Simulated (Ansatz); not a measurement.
# Nb2NO2 monolayer: a soft mode frozen in, part 3 of 3

Wanted: the energy along a soft mode of Nb2NO2 monolayer and the structure at the end.

Ansatz 0.2.0; DFT PBEsol, scalar-relativistic, plane waves, PAW; PAW set soft_1.

So far. Step 4 (The mode frozen in, largest atomic shift 0.08 Å): The energy, extrapolated to zero smearing, is -2.82 meV/atom against the undistorted cell. Step 5 (Energy along the mode, all amplitudes (two of the runs …): The lowest of the steps tried is at 0.08 Å, 2.82 meV/atom below the parent; the bottom of the well need not coincide with a step.

**6. Relaxing from the distorted cell (continued)**

Step by step:

| step | energy less that of the first step (eV) | largest force component (eV/Å) | volume (Å³) |
| --- | --- | --- | --- |
| 1 | 0.0000 | 0.2860 | 542.52 |
| 2 | -0.0147 | 0.3546 | 542.64 |
| 3 | -0.0435 | 0.3912 | 543.66 |
| 4 | 0.0956 | 1.1535 | 546.41 |
| 5 | -0.0838 | 0.4135 | 543.97 |
| 6 | -0.1105 | 0.5146 | 544.38 |
| 7 | -0.1141 | 0.3135 | 540.78 |
| 8 | -0.1280 | 0.1526 | 544.29 |
| 9 | -0.1296 | 0.0709 | 545.31 |
| 10 | -0.1306 | 0.0250 | 544.44 |
| 11 | -0.1306 | 0.0128 | 544.56 |
| 12 | -0.1306 | 0.0018 | 544.56 |
| 13 | -0.1306 | 0.0006 | 544.56 |
| 14* | -0.1330 | 0.0006 | 544.56 |
| 15 | -0.1330 | 0.0028 | 544.65 |
| 16 | -0.1330 | 0.0013 | 544.69 |
| 17 | -0.1330 | 0.0007 | 544.68 |
| 18* | -0.1330 | 0.0007 | 544.68 |

Relaxation steps marked * repeat the geometry before them on a plane-wave basis chosen anew for their cell, so energy and pressure can jump there. Relaxation step 4 was tried and not accepted.

The run keeps the 4 symmetry operations that it works with, so distortions that break them were not tested.

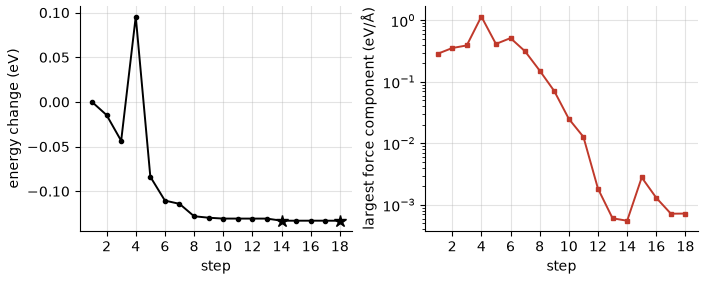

Energy and largest force along the relaxation. Stars mark steps on a basis chosen anew.

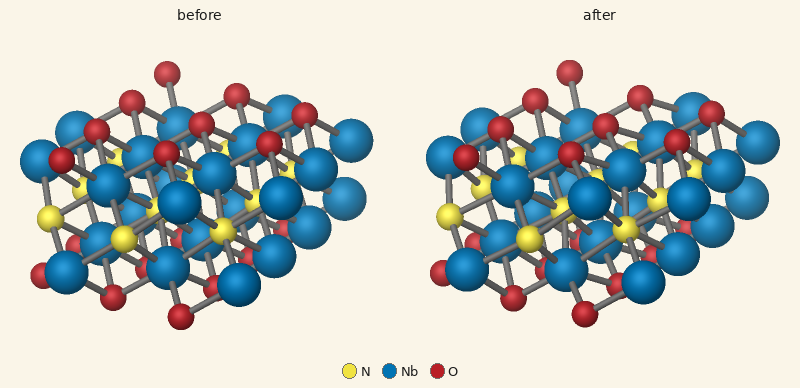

Before and after, at one scale.

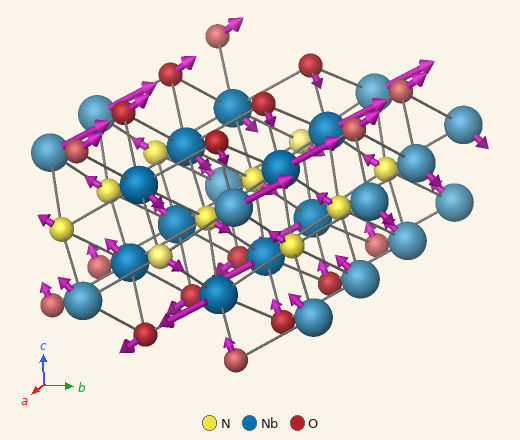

Displacements in the relaxation, exaggerated, measured against the changing cell; the longest in the cell stands for 0.20 Å. 2×1×1 cells are drawn. Some periodic images of atoms are drawn too.

| cell as run | before | after | change |
| --- | --- | --- | --- |
| a (Å) | 3.100 | 3.045 | -1.8 % |
| b (Å) | 5.369 | 5.487 | +2.2 % |

The atoms that moved most (Å, along periodic axes as changes of fractional coordinates times the final cell, across vacuum about the mean position):

```csv
atom,dx,dy,dz,length
Nb6,0.000,-0.176,-0.101,0.203
Nb4,0.000,0.176,0.101,0.203
O7,0.000,0.070,0.053,0.088
O9,0.000,-0.070,-0.053,0.088
Nb3,0.000,0.050,-0.045,0.067
Nb5,0.000,-0.050,0.045,0.067
N1,0.000,0.057,-0.030,0.064
N2,0.000,-0.057,0.030,0.064
```

Final coordinates:

```
N Nb O
1.0
     3.04490    0.00000    0.00000
     0.00000    5.48720    0.00000
     0.00000    0.00000   32.60000
N Nb O
2 4 4
Direct
  0.50000 0.52510 0.30614
  0.00000 0.97490 0.30736
  0.00000 0.33547 0.34022
  0.50000 0.87246 0.34827
  0.50000 0.16453 0.27328
  0.00000 0.62754 0.26522
  0.50000 0.17689 0.37839
  0.00000 0.67321 0.37400
  0.00000 0.32311 0.23511
  0.50000 0.82679 0.23950
```

This step gave:

* area per atom: 1.671 Å²

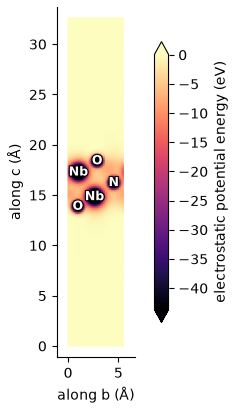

Electrostatic potential energy in the bc plane at fractional x = 0.000, with atoms of N and Nb and O within 0.2 Å of it. With pseudopotentials it is smooth inside the atoms' cores, unlike the true potential. The map starts off the cell's origin, so that atoms lie inside it.

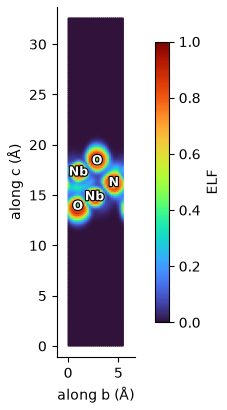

ELF in the bc plane at fractional x = 0.000, with atoms of N and Nb and O within 0.2 Å of it. It is the smooth field of the valence electrons, not physical close to the nuclei. The map starts off the cell's origin, so that atoms lie inside it.

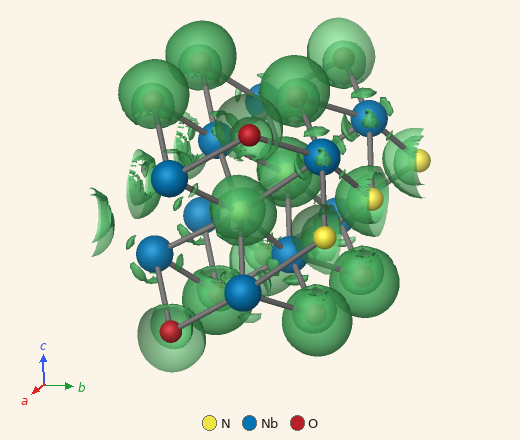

Surface of ELF = 0.78. 2×1×1 cells are drawn.

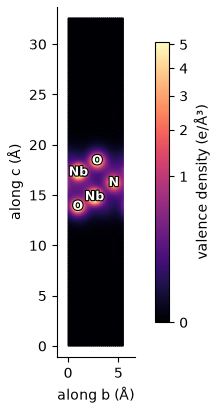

Valence density in the bc plane at fractional x = 0.000, with atoms of N and Nb and O within 0.2 Å of it. It is the smooth field of the valence electrons, not physical close to the nuclei. The map starts off the cell's origin, so that atoms lie inside it. The colour scale is stretched toward low values.

The distorted start has space group P2_1/m; the relaxation ends in P2_1/m.

**7. The phases reached**

The phases reached along the modes that were followed are set side by side.

Energies are those of the first relaxation, on the mesh of the frozen mode; space group, volume and gap are those of the last relaxation. Phases, by row:

```csv
mode frozen in,space group,energy from parent (meV/atom),volume (Å³/atom),gap on mesh (eV),lowest zone-centre optical mode (cm⁻¹),largest shift (Å)
parent,P-3m1,0,54.25,0,–,–
"q = (0, -0.5, 0), 163i cm⁻¹",P2/m,-5.75,54.4,0,–,0.091
"q = (0, -0.5, 0), 100i cm⁻¹",P2_1/m,-16.31,54.47,0,–,0.268
```

**8. Summary of results**

```
unstable mode of the parent                                                      : q = (0, -0.5, 0), 100i cm⁻¹
depth at the lowest point sampled                                                : 2.82 meV/atom
largest atomic shift at that point                                               : 0.08 Å
space group reached (within 0.01 Å)                                              : P2_1/m
energy gained over the parent (first relaxation, on the mesh of the frozen mode) : 16.3 meV/atom
area per atom, phase reached                                                     : 1.67 Å²
```

Along this mode the structure falls into P2_1/m, 16.3 meV/atom below the parent. At the parent's cell the well is 2.824 meV/atom deep on the steps tried, with its lowest point at a shift of 0.08 Å. Relaxing atoms and cell changes the gain by +13.48 meV/atom against the lowest step (energies at zero smearing). Most of the total comes from this relaxation. The modes of the phase reached were not computed on this path. Of the 2 patterns followed to their end from this parent, this one reaches the lowest energy. Each path keeps the symmetry of its pattern, so a lower phase may lie along a pattern not tried. With no gap, or one that is small against the smearing, the frequencies hang on the k mesh and the smearing, most of all near Kohn anomalies. The phonon runs are without spin polarisation, although the cell has an odd electron count. In a sheet or slab the interpolated bending branch near Γ is rough, since the rotational sum rule isn't imposed. The PAW files were made for PBE and serve the other functionals too. A phonon run warned that its eigensolver left some bands unconverged in a pass. The starting cell was built on a prototype and not taken from a measurement.

[Logs are printed without paths, hosts, clocks, repeated set-up lines and the standing remarks that a program may print on its own settings, such as how far it seeks lower states.]

[Hosts, paths, dates, database ids (printed as entryN), source tags and the programs' standing remarks are cut or masked in the printed files.]
